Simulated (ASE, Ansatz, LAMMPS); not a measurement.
# Structural relaxation of 60-degree dislocation dipole in a C-Si solid solution (shuffle set) (120 atoms), part 3 of 3

Aim: bring 60-degree dislocation dipole in a C-Si solid solution (shuffle set) (120 atoms) to a nearby minimum of the energy and see what moves.

Ansatz 0.2.0; Kohn-Sham DFT, PBE, PAW (set soft_2), plane waves.

The cell: 104 C and 16 Si. The cell is under 6 Å thick along one periodic direction. The host structure and its lattice constant were typed by rule, without a check against the phase diagram.

So far. Step 4 (Relaxation): The relaxation changed the energy by -117 meV/atom, and atoms moved by 0.32 Å r.m.s., 1.0 Å at most.

## (6) Single point at the relaxed geometry

The electronic structure is read at the final geometry, in a run of its own.

File input.yaml:

```yaml
crystal:
  lattice:
    - [23.33017, 0.0, 0.0]
    - [1.1665, 13.21471, 0.0]
    - [0.0, -0.1373, 2.69043]
  atoms:
    - { symbol: C, position: [0.90179, 0.9704, 0.60504] }
    - { symbol: C, position: [0.89413, 0.09285, 0.61933] }
    - { symbol: C, position: [0.95127, 0.13839, 0.60346] }
    - { symbol: C, position: [0.95055, 0.27587, 0.59306] }
    - { symbol: C, position: [0.81696, 0.98543, 0.11025] }
    - { symbol: C, position: [0.78685, 0.21133, 0.14309] }
    - { symbol: Si, position: [0.84354, 0.10966, 0.1246] }
    - { symbol: Si, position: [0.83838, 0.31323, 0.11639] }
    - { symbol: C, position: [0.91977, 0.32252, 0.08977] }
    - { symbol: C, position: [0.9187, 0.45025, 0.07965] }
    - { symbol: C, position: [0.69886, 0.05915, 0.622] }
    - { symbol: C, position: [0.69754, 0.17464, 0.65595] }
    - { symbol: C, position: [0.75129, 0.23473, 0.65762] }
    - { symbol: C, position: [0.73888, 0.36121, 0.69718] }
    - { symbol: C, position: [0.80316, 0.38195, 0.63349] }
    - { symbol: C, position: [0.82019, 0.48616, 0.57726] }
    - { symbol: C, position: [0.88968, 0.49818, 0.57164] }
    - { symbol: C, position: [0.89624, 0.61779, 0.5729] }
    - { symbol: C, position: [0.959, 0.64772, 0.57951] }
    - { symbol: C, position: [0.96271, 0.76768, 0.58705] }
    - { symbol: Si, position: [0.59783, 0.02711, 0.10208] }
    - { symbol: C, position: [0.58339, 0.16119, 0.17068] }
    - { symbol: Si, position: [0.65242, 0.22191, 0.17255] }
    - { symbol: C, position: [0.64289, 0.36035, 0.24157] }
    - { symbol: C, position: [0.70365, 0.40348, 0.25452] }
    - { symbol: C, position: [0.67984, 0.51956, 0.34828] }
    - { symbol: C, position: [0.8036, 0.53288, 0.07012] }
    - { symbol: C, position: [0.80488, 0.6396, 0.05703] }
    - { symbol: C, position: [0.86769, 0.66487, 0.06617] }
    - { symbol: C, position: [0.87088, 0.77981, 0.08025] }
    - { symbol: C, position: [0.93245, 0.81117, 0.0872] }
    - { symbol: C, position: [0.93178, 0.92906, 0.0997] }
    - { symbol: C, position: [0.46834, 0.98822, 0.5433] }
    - { symbol: C, position: [0.45619, 0.09609, 0.58065] }
    - { symbol: C, position: [0.57258, 0.20883, 0.68487] }
    - { symbol: C, position: [0.55771, 0.31713, 0.72466] }
    - { symbol: C, position: [0.60579, 0.38429, 0.75596] }
    - { symbol: C, position: [0.5811, 0.49266, 0.81553] }
    - { symbol: C, position: [0.64122, 0.53947, 0.85566] }
    - { symbol: C, position: [0.71147, 0.65096, 0.46735] }
    - { symbol: C, position: [0.77409, 0.67837, 0.53547] }
    - { symbol: C, position: [0.77856, 0.79106, 0.56689] }
    - { symbol: C, position: [0.84002, 0.82184, 0.58001] }
    - { symbol: C, position: [0.84161, 0.93662, 0.60044] }
    - { symbol: C, position: [0.38026, 0.96407, 0.03388] }
    - { symbol: C, position: [0.36989, 0.08232, 0.07195] }
    - { symbol: C, position: [0.42854, 0.12552, 0.09027] }
    - { symbol: Si, position: [0.43262, 0.25656, 0.15094] }
    - { symbol: Si, position: [0.50874, 0.33782, 0.23132] }
    - { symbol: C, position: [0.48231, 0.4702, 0.29473] }
    - { symbol: C, position: [0.54148, 0.52113, 0.32576] }
    - { symbol: C, position: [0.62638, 0.64727, 0.91853] }
    - { symbol: C, position: [0.68028, 0.69383, 0.96828] }
    - { symbol: C, position: [0.66475, 0.8107, 0.01089] }
    - { symbol: Si, position: [0.73688, 0.84536, 0.07487] }
    - { symbol: Si, position: [0.74024, 0.00405, 0.10968] }
    - { symbol: C, position: [0.28803, 0.95072, 0.53891] }
    - { symbol: C, position: [0.27954, 0.07819, 0.57114] }
    - { symbol: C, position: [0.33875, 0.12209, 0.58658] }
    - { symbol: C, position: [0.33335, 0.24561, 0.62839] }
    - { symbol: C, position: [0.3901, 0.30815, 0.66438] }
    - { symbol: C, position: [0.38977, 0.42777, 0.72818] }
    - { symbol: C, position: [0.44553, 0.49365, 0.79276] }
    - { symbol: C, position: [0.51714, 0.63333, 0.37942] }
    - { symbol: Si, position: [0.58329, 0.68972, 0.42744] }
    - { symbol: C, position: [0.57137, 0.82294, 0.49556] }
    - { symbol: C, position: [0.63512, 0.8551, 0.52529] }
    - { symbol: C, position: [0.64483, 0.98748, 0.58984] }
    - { symbol: C, position: [0.19592, 0.95731, 0.05325] }
    - { symbol: C, position: [0.18803, 0.07614, 0.0734] }
    - { symbol: C, position: [0.24682, 0.11849, 0.08011] }
    - { symbol: C, position: [0.23997, 0.24038, 0.10641] }
    - { symbol: C, position: [0.30054, 0.28192, 0.13329] }
    - { symbol: C, position: [0.30229, 0.39645, 0.1716] }
    - { symbol: C, position: [0.35499, 0.45243, 0.22211] }
    - { symbol: C, position: [0.42714, 0.6126, 0.8618] }
    - { symbol: C, position: [0.48312, 0.66365, 0.89533] }
    - { symbol: C, position: [0.47188, 0.78202, 0.95351] }
    [... 36 atom lines left out ...]
    - { symbol: C, position: [0.05093, 0.63515, 0.08373] }
    - { symbol: C, position: [0.05549, 0.75382, 0.08832] }
    - { symbol: C, position: [0.12079, 0.77222, 0.0866] }
    - { symbol: Si, position: [0.12507, 0.9088, 0.07644] }
    - { symbol: C, position: [0.02519, 0.80151, 0.58837] }
    - { symbol: C, position: [0.0227, 0.92743, 0.59488] }
kpoints:
  mp_grid: { grid: [1, 1, 6] }
hamiltonian:
  xc: pbe
scf:
  occupations: { method: fermi_dirac, width: 0.025 }
output:
  forces: true
  stress: true
  populations: intrinsic
  dos:
    method: { smearing: { sigma: 0.08 } }
    de: 0.1
    projected: { site_lists: { C: [C], Si: [Si] } }
  eigenvalues: true
  write_density: true
  write_potential: true
  volumetric_format: npy
```

On the command line:

```console
$ ansatz run input.yaml --threads 4 --pin off --max-ram 8192MiB --backend cpu --events-out ev --progress --plain --runs-dir out
```

Numbers of over 12 decimals in the logs are rounded to 6 here.

The log of the run:

```text
[...]
Crystal: 120 atoms, lattice volume = 829.463 Å³
Basis set: ecut = 420 eV, 16309 PW (Γ), exchange–correlation on 320×180×40 points (8 copies of the dense FFT grid, shifted against one another)
Bands: 360, of which v1, the nominal top of the filled ones, is band 240 counted from 1 (239 counted from 0)
Symmetry: 1 space group operations
[...]
k-points: 4 of 6 (time reversal used)
[...]
SCF iter   1: F=—  HF=-36198.839605 eV  |F-HF|=—  |Δ(HF+E_count)|=         —  Δρ=1.23e-2  dr2=4.55e0  ethr=1.77e-3  ⟨swp⟩=7.0  Hψ=5990  notcnv=0  defer=428
[...]
SCF iter  11: F=-36198.169230 eV  HF=-36198.169230 eV  |F-HF|=1.19e-8  |Δ(HF+E_count)|=   1.02e-8  Δρ=4.86e-7  dr2=1.27e-8  ethr=2.08e-11  ⟨swp⟩=19.5  Hψ=12269  notcnv=0
SCF 1 converged in 11 iterations: F = -36198.169230 eV  dr2 = 1.27e-8
[...]
SCF converged after 11 iterations
Free energy (F): -36198.169230 eV
[...]
Internal energy: -36198.162111 eV  (E = F + TS)
E sigma→0 (E₀):  -36198.165671 eV
Entropy (-TS):   -0.007119 eV (-0.059 meV/atom)
Fermi energy:    13.096882 eV
[...]
--- Forces (eV/Å), atoms counted from 1 ---
  atom   1  C      0.00584926    -0.00099498     0.00026089
  atom   2  C     -0.00106053     0.00102263    -0.00014753
  atom   3  C     -0.00133892    -0.00182113     0.00095853
  atom   4  C      0.00095687     0.00079915    -0.00190465
  atom   5  C      0.00629388     0.00339327     0.00023573
  atom   6  C      0.00048105    -0.00264440    -0.00231467
  atom   7  Si    -0.00365332    -0.00237864     0.00047679
  atom   8  Si     0.00196292    -0.00486158    -0.00026097
  atom   9  C     -0.00230829     0.00064314    -0.00009080
  atom  10  C      0.00354639     0.00033377    -0.00071909
  atom  11  C      0.00214994     0.00051259     0.00273612
  atom  12  C     -0.00339516     0.00027292    -0.00190061
  atom  13  C      0.00585461     0.00218572     0.00172023
  atom  14  C      0.00182007    -0.00401130     0.00106287
[...]
atom 119  C      0.00350291     0.00082102     0.00084268
  atom 120  C     -0.00358271     0.00077790    -0.00052515
  max |Σ_I F_I| component: 3.86e-5 eV/Å
--- Stress (GPa, compression-positive) ---
       19.034097      -6.563860      -1.937294
       -6.563861       9.377210       2.948362
       -1.937294       2.948363      -8.551656
  P = ⅓ Tr σ = 6.6199 GPa (66.199 kbar)
--- Band table (eV) ---
[...]
--- intrinsic populations: 120 sites ---
  site symbol       q [e]
     0      C      3.9764
     1      C      4.5408
     2      C      3.9822
[...]
119      C      3.9979
  spilling = -0.000000 (of n_electrons = 480.000000)
```

It took 2.6 min on 4 threads of Arm Neoverse V1, shared host; peak memory 4.3 GiB; 8.6 min of CPU time.

Read from the output:

* free energy: -36198.1692 eV
* free energy per atom: -301.6514 eV/atom
* SCF cycles: 11
* pressure: 6.62 GPa
* r.m.s. force component: 0.00275 eV/Å
* longest force: 0.01254 eV/Å
* Fermi energy: 13.1 eV
* levels partly filled by over 2 per cent: 2

Intrinsic-atomic-orbital charges by element:

| element | coordination | atoms | mean charge (e) | spread | least | most |
| --- | --- | --- | --- | --- | --- | --- |
| C | all | 104 | -0.145 | 0.219 | -0.672 | 0.0451 |
| Si | all | 16 | 0.946 | 0.182 | 0.485 | 1.18 |

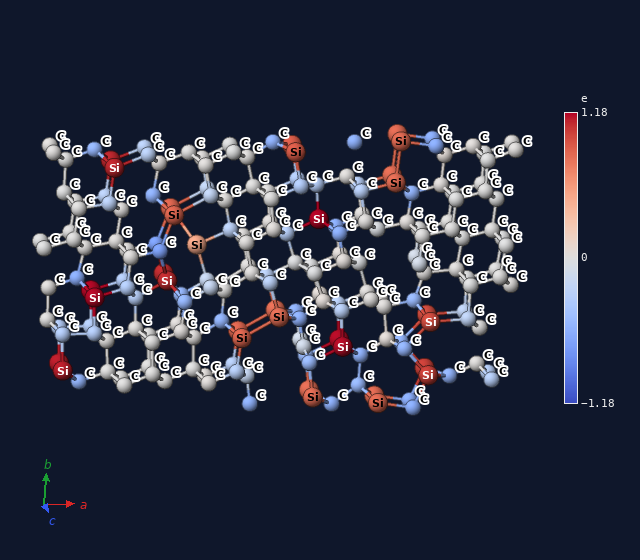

Atoms coloured by intrinsic-atomic-orbital charge. Drawn is a slice 4 Å thick, seen along the normal of the ab plane. Bonds to atoms that aren't drawn are left out.

Density of states as counts of states in windows of 1 eV (from the Fermi level), total and the larger projections:

| from (eV) | to (eV) | total | C p | C s | Si p |
| --- | --- | --- | --- | --- | --- |
| -14 | -13 | 16.6 | 7.9 | 7.0 | 0.9 |
| -13 | -12 | 23.3 | 14.1 | 7.0 | 1.2 |
| -12 | -11 | 23.7 | 14.4 | 6.8 | 1.4 |
| -11 | -10 | 20.7 | 13.3 | 5.2 | 1.2 |
| -10 | -9 | 26.4 | 19.6 | 4.1 | 1.3 |
| -9 | -8 | 34.4 | 27.5 | 3.8 | 1.9 |
| -8 | -7 | 37.6 | 31.2 | 3.2 | 2.0 |
| -7 | -6 | 43.4 | 37.0 | 2.8 | 2.4 |
| -6 | -5 | 41.7 | 36.0 | 2.1 | 2.6 |
| -5 | -4 | 38.3 | 32.7 | 1.6 | 3.1 |
| -4 | -3 | 29.7 | 24.3 | 1.1 | 3.6 |
| -3 | -2 | 22.5 | 17.5 | 0.8 | 3.5 |
| -2 | -1 | 11.5 | 8.7 | 0.3 | 2.1 |
| -1 | 0 | 8.6 | 6.6 | 0.5 | 1.2 |
| 0 | 1 | 5.5 | 3.7 | 0.5 | 0.8 |
| 1 | 2 | 8.6 | 3.3 | 1.9 | 2.1 |
| 2 | 3 | 15.7 | 6.9 | 4.2 | 2.5 |
| 3 | 4 | 24.5 | 10.8 | 5.8 | 4.0 |
| 4 | 5 | 37.1 | 18.3 | 7.8 | 4.8 |

The curve was stored every 0.10 eV, coarse against its broadening of 0.08 eV, so these counts are rough.

Between -22 and -14 eV lie 102 more states.

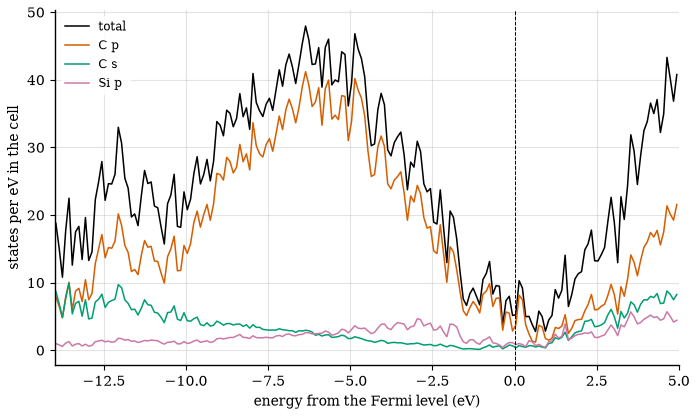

Total and projected density of states, with the broadening of the input.

The levels nearest the highest filled one (over half full), pooled over k-points and spins:

| level less the highest filled one (eV) | occupation |
| --- | --- |
| -0.421 | 2 |
| -0.236 | 2 |
| -0.212 | 2 |
| -0.0985 | 2.00 |
| -0.0876 | 1.99 |
| 0 | 1.78 |
| 0.107 | 0.2 |
| 0.169 | 0.018 |
| 0.227 | 0.002 |
| 0.250 | 0.001 |
| 0.275 | 0 |
| 0.345 | 0 |

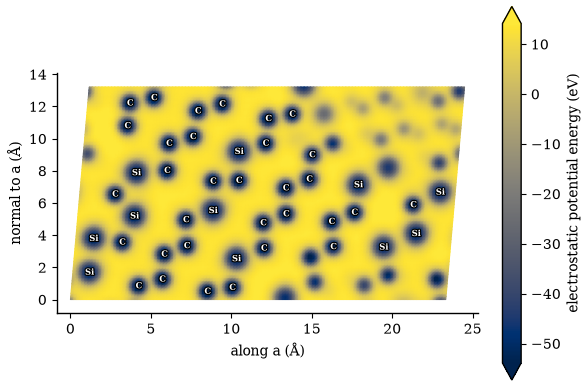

Electrostatic potential energy in the ab plane at fractional z = 0.100, with atoms of C and Si within 0.2 Å of it. With pseudopotentials it is smooth inside the atoms' cores, unlike the true potential. The map starts off the cell's origin, so that atoms lie inside it.

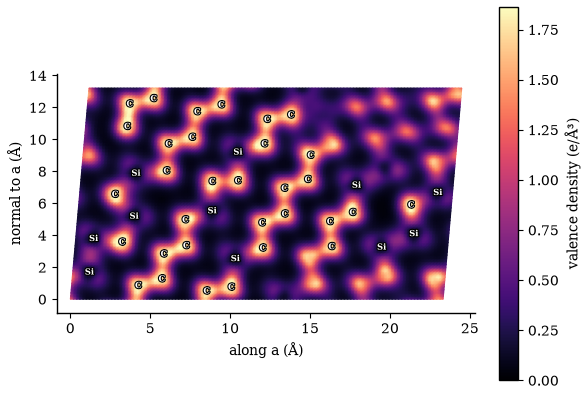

Valence density in the ab plane at fractional z = 0.100, with atoms of C and Si within 0.2 Å of it. It is the smooth field of the valence electrons, not physical close to the nuclei. The map starts off the cell's origin, so that atoms lie inside it.

Mean intrinsic-atomic-orbital charges: C -0.15, Si +0.95 e. Within 0.4 eV of the Fermi level the largest share is C p (77 % of the projected weight).

A closer look about C101, whose charge lies farthest from its element's mean: 8 atoms, nearest first, numbered in the order of the input, with positions taken from that point.

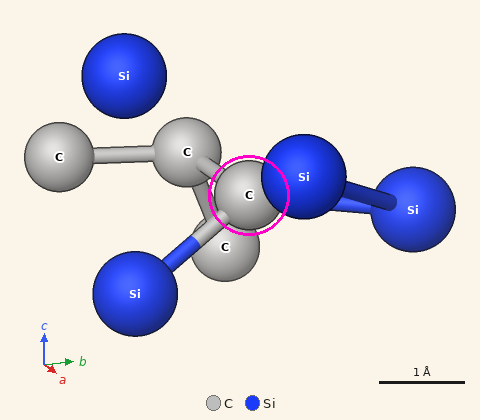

The atoms of the table, within 2.5 Å (arrows a, b, c point along x, y, z); some may hide others; the central atom is ringed.

| atom | x | y | z | distance (Å) | intrinsic-atomic-orbital charge (e) |
| --- | --- | --- | --- | --- | --- |
| C101 | 0.00 | 0.00 | 0.00 | 0.00 | -0.67 |
| C100 | -1.49 | -0.29 | 0.16 | 1.52 | 0.01 |
| Si87 | 0.43 | -1.56 | -0.96 | 1.89 | 1.08 |
| Si102 | 0.72 | 1.81 | -0.14 | 1.95 | 0.84 |
| Si88 | 1.99 | 0.02 | 0.75 | 2.13 | 0.49 |
| Si87 | 0.43 | -1.70 | 1.73 | 2.46 | 1.08 |
| C99 | -1.66 | -1.82 | 0.19 | 2.47 | -0.31 |
| C109 | -2.12 | 0.41 | -1.23 | 2.49 | 0.01 |

## (7) Summary of results

```json
{
 "energy change in the relaxation": "-116.5 meV/atom",
 "r.m.s. displacement": "0.319 Å",
 "largest displacement": "1.008 Å",
 "free energy per atom": "-301.6514 eV/atom",
 "density": "3.4 g/cm³",
 "pressure": "6.62 GPa",
 "r.m.s. force component": "0.00275 eV/Å",
 "wall time of the 3 DFT runs": "45 min"
}
```

**Reading.** Relaxation lowers the energy by 117 meV/atom and moves atoms by 0.32 Å r.m.s.; the r.m.s. force component goes from 1.1 to 0.0027 eV/Å. From the first step to the last the energy fell by 13.981 eV, and the largest move was 1.01 Å (C35). 2 levels are partly filled, by over 2 % (on the run's k-points): no clear gap opens at this level. Levels of broken or missing bonds inside a gap of the host would look the same.

Caveats: The stress is far from hydrostatic: its diagonal is 19.0, 9.4, -8.6 GPa, compression counted positive. The pressure of 6.6 GPa shows the cell to be compressed for this functional.

[Logs are printed without paths, hosts, clocks, repeated set-up lines and the standing remarks that a program may print on its own settings, such as how far it seeks lower states.]

[Hosts, paths, dates, database ids (printed as entryN), source tags and the programs' standing remarks are cut or masked in the printed files.]
